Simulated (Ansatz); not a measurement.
## Electronic structure of C₅H₅Al in real space

```yaml
atoms:
  - { symbol: C, position_ang: [-0.9849, 0.0115, 2.5193] }
  - { symbol: C, position_ang: [0.1201, 0.3360, 2.1117] }
  - { symbol: C, position_ang: [2.1186, 1.1504, -0.4497] }
  - { symbol: C, position_ang: [3.2491, 1.0351, 2.7249] }
  - { symbol: C, position_ang: [4.1623, 1.1615, 3.5267] }
  - { symbol: Al, position_ang: [1.8397, 0.8447, 1.4470] }
  - { symbol: H, position_ang: [-1.9568, -0.2746, 2.8826] }
  - { symbol: H, position_ang: [3.1563, 1.4302, -0.6863] }
  - { symbol: H, position_ang: [1.4557, 1.9520, -0.8175] }
  - { symbol: H, position_ang: [1.8652, 0.2487, -1.0326] }
  - { symbol: H, position_ang: [4.9639, 1.2717, 4.2364] }
```

Geometry: PBE0-D3(BJ)/def2-SVP.

The calculation used isolated molecule in a Gaussian basis; Kohn-Sham density functional theory, functional PBE0 in Ansatz 0.2.0.

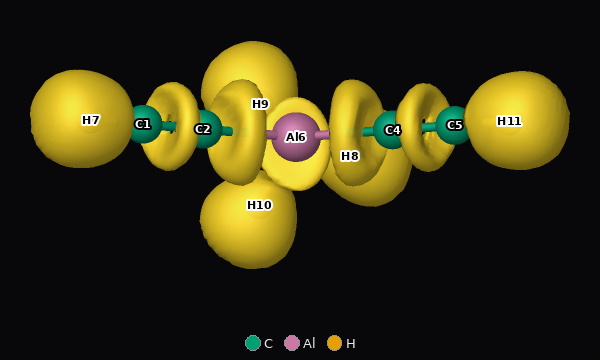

Figure 1. Isosurface of the electron localisation function at 0.85 (yellow), seen from one side. Only the valence region is drawn (cores and ρ < 0.01 e/Å³ removed).

Describe the localisation domains.

Answer. The ELF exceeds this value in one region between bonded Al–C atoms (shared pairs), two regions between bonded C–C atoms (shared pairs), five regions around hydrogen nuclei and two lobes of the valence shell of C pointing towards Al (polar bonds). Profiles from the grid: C–C (1.22 Å): the ELF peaks at about 0.85 between the atoms: a multiple bond. C–Al (1.91 Å): the ELF peaks at about 0.95 between the atoms; a polar covalent bond.

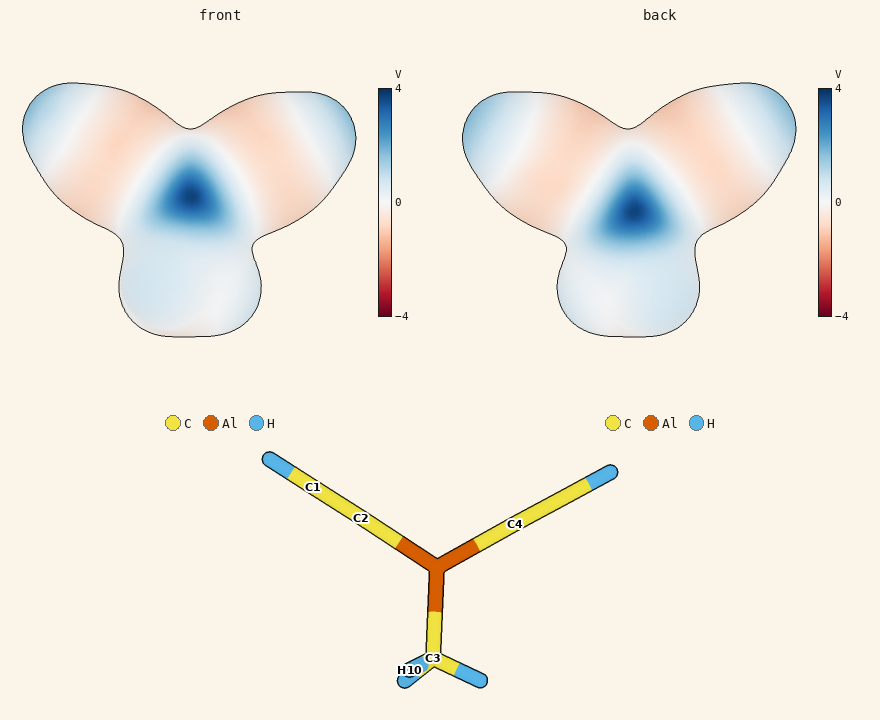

Figure 2. The molecular electrostatic potential painted on the density surface at 0.002 e/bohr³, seen from the front and from behind; the colour scale runs from red (negative) to blue (positive). The bare structure is drawn below in the same view.

Which sites attract a positive test charge, and which a negative one?

Answer. A positive charge is drawn to the negative regions and a negative charge to the positive ones. The most negative region (about −1.0 V) lies over C1, C2, C4 and C5, the most positive (about +3.5 V) over Al6.

What dipole moment does the calculation give?

Answer. Its dipole moment is 0.18 D.

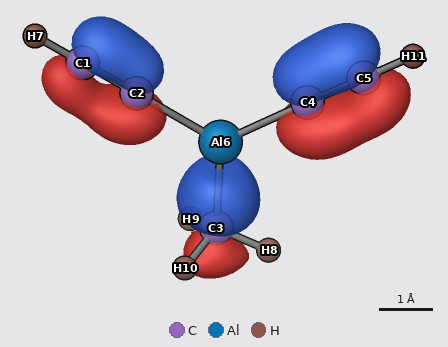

Figure 3. The HOMO−1 at ±0.15 Å⁻³ᐟ² (red and blue are the two phases), seen at a tilt.

Where does this orbital lie, and at what energy?

Answer. By Hirshfeld shares it lies mainly on C5 (about 20 %), C4 (about 20 %), C3 (about 15 %), C2 (about 15 %), C1 (about 15 %) and Al6 (about 10 %). Its energy is −8.07 eV.
